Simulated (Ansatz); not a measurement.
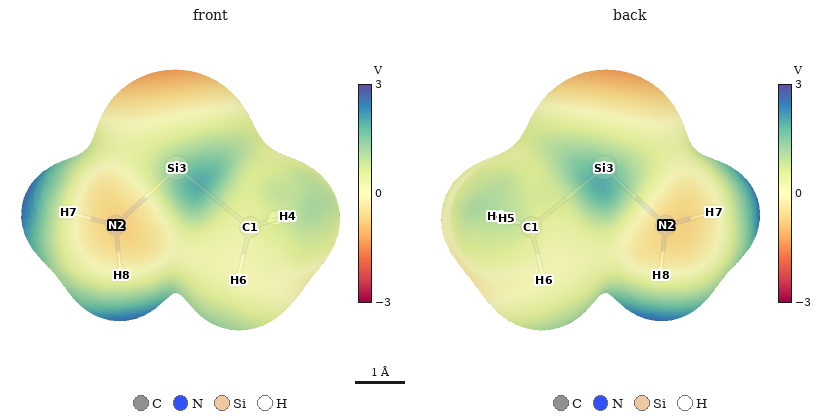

*CH5NSi. The molecular electrostatic potential painted on the density surface at 0.004 e/bohr³, seen from the front and from behind; the colour scale runs from red (negative) to blue (positive).*

Geometry: BLYP-D3(BJ)/def2-SVP.

These are results of isolated molecule in a Gaussian basis; Kohn-Sham density functional theory, functional PBE0 (Ansatz 0.2.0), not measurements.

Input

```
crystal:
  periodic: [false, false, false]
  atoms:
    - {symbol: C, position_ang: [-0.455196, -1.974986, 0.835500]}
    - {symbol: "N", position_ang: [1.651458, -0.492424, 1.906064]}
    - {symbol: Si, position_ang: [1.102547, -2.142710, 1.982175]}
    - {symbol: H, position_ang: [-1.362660, -2.297275, 1.392995]}
    - {symbol: H, position_ang: [-0.362953, -2.681548, -0.019265]}
    - {symbol: H, position_ang: [-0.640504, -0.957796, 0.427305]}
    - {symbol: H, position_ang: [2.487652, -0.174073, 2.406227]}
    - {symbol: H, position_ang: [1.213827, 0.276099, 1.381813]}
basis:
  gaussian: {orbitals: def2-TZVPD}
hamiltonian: {xc: {name: PBE0}}
output: {forces: true, orbitals: {seedname: orbitals}}
```

Launched as:

```sh
ansatz run input.yaml --threads 1 --pin off --max-ram 2610MiB --events-out events.jsonl --progress --plain --runs-dir runs
```

### Which sites attract a positive test charge, and which a negative one?

A positive charge is drawn to the negative regions and a negative charge to the positive ones. The most negative region (about −1.3 V) lies over Si3, the most positive (about +2.6 V) over H7 and H8.

### What dipole moment does the calculation give?

Its dipole moment is 1.80 D.
